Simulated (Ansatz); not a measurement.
# Cl2F3Ta: the cost of one run

Method: RHF/def2-SVP, in Ansatz 0.2.0.

## (1) The structure to begin with

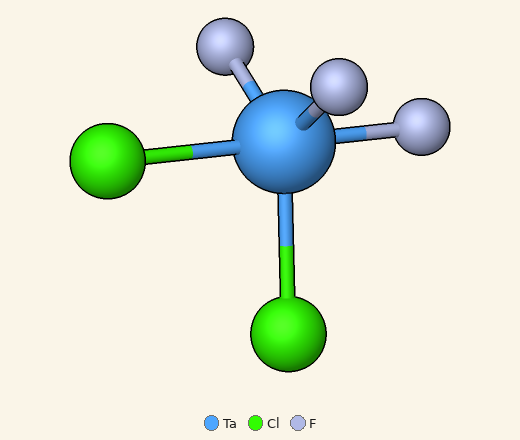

The starting structure, seen from a chosen angle (tantalum blue, chlorine green, fluorine light blue).

Coordinates:

```xyz
6

Ta    0.0000    0.0000    0.0000
Cl    2.4700    0.0000    0.0000
F     0.0000    0.0000    1.9300
Cl    0.0000    0.0000   -2.4700
F    -0.9650    1.6714    0.0000
F    -0.9650   -1.6714    0.0000
```

## (2) Preparing the start

input.yaml reads:

```yaml
crystal:
  periodic: [false, false, false]
  atoms:
    - { symbol: Ta, position_ang: [0.0, 0.0, 0.0] }
    - { symbol: Cl, position_ang: [2.47, 0.0, 0.0] }
    - { symbol: F, position_ang: [0.0, 0.0, 1.93] }
    - { symbol: Cl, position_ang: [0.0, 0.0, -2.47] }
    - { symbol: F, position_ang: [-0.965, 1.6714, 0.0] }
    - { symbol: F, position_ang: [-0.965, -1.6714, 0.0] }
basis:
  gaussian: { orbitals: def2-SVP }
hamiltonian:
  xc: hf
relax:
  f_tol: 0.02
  max_steps: 40
```

Run with:

```sh
> ansatz run input.yaml --threads 2 --pin off --max-ram 3072MiB --backend cpu --events-out ev --progress --plain --runs-dir out
```

Q: Estimate wall time and peak memory on 2 threads of Arm Neoverse V2, shared host.

About 14 s, with a peak of 0.24 GiB.
